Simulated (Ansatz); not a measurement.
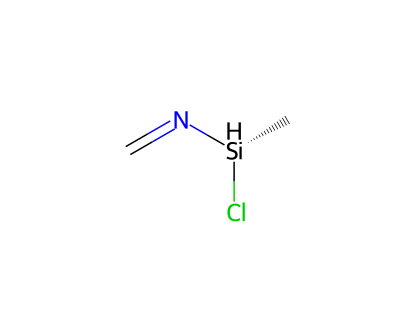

The geometry was computed by an optimisation with PBE0-D4/def2-TZVP. No frequency run is at hand to confirm it as a minimum. Program: Ansatz 0.2.0.

Compare HOMO–LUMO gap (eV), dipole (D) at these levels: B3LYP-D4/def2-TZVPP; PBE-D4/def2-TZVPP; r2SCAN-D4/def2-TZVPP; ωB97M-V/def2-TZVPP.

```tsv
level	HOMO–LUMO gap (eV)	dipole (D)
B3LYP-D4/def2-TZVPP	5.81	1.06
PBE-D4/def2-TZVPP	3.77	1.06
r2SCAN-D4/def2-TZVPP	4.26	1.10
ωB97M-V/def2-TZVPP	10.83	1.07
```
